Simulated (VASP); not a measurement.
Given:

```
CsBr
1.0
    4.14552     0.00000     0.00000
    0.00000     4.14552     0.00000
    0.00000     0.00000     4.14552
Cs Br
1 1
Cartesian
  0.00000   0.00000   0.00000
  2.07276   2.07276   2.07276
```

These are LDA (Ceperley-Alder, Perdew-Zunger), VASP's LDA PAW potentials (set 64) (plane waves; VASP) values and carry that method's errors. Numerical set-up: 400 eV cut-off, 7×7×7 Γ-centred mesh, tetrahedra with Blöchl corrections, potentials Cs_sv Br.

Unless said otherwise, spin-orbit coupling is left out, though it shifts the bands of the heavy elements here.

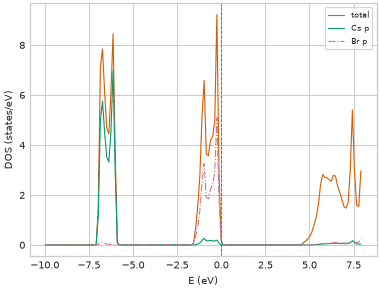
Fig. 1. Total and projected density of states, zero at the valence-band maximum

Within 2 eV below the valence-band maximum the largest weight inside VASP's projection spheres is Br p.

The gap is direct, 4.51 eV, from the valence maximum at Γ to the conduction minimum at Γ.

The structure comes from a computed database's CsBr entry (Pm-3m); how it stands against other phases isn't given here. It was relaxed first, which changed the volume by -12 %.
